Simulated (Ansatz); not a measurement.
The starting structures come from a database of crystals and need not be the phases stable at ambient conditions.

 Where the default PAW files enter, the runs use the earlier of Ansatz's two default sets.

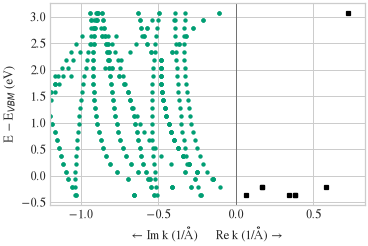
Fig. 1. Complex bands at the centre of the two-dimensional zone; Ansatz (a quantum-chemistry and plane-wave program) with PBEsol

No gap correction and no spin-orbit coupling; mid-gap values are interpolated between computed energies.

### Question
This is Sr2CaWO6 (I4/m, not sure to be the ambient phase, 10 atoms a cell, 14.4 Å³ an atom, -8 GPa at this level) along the normal of (001). Read off the slowest decay at the centre of the two-dimensional zone at 1.43 eV, the computed energy nearest the middle of the gap.

### Answer
κ ≈ 0.31 1/Å, a decay length 1/(2κ) of the density of 1.6 Å.
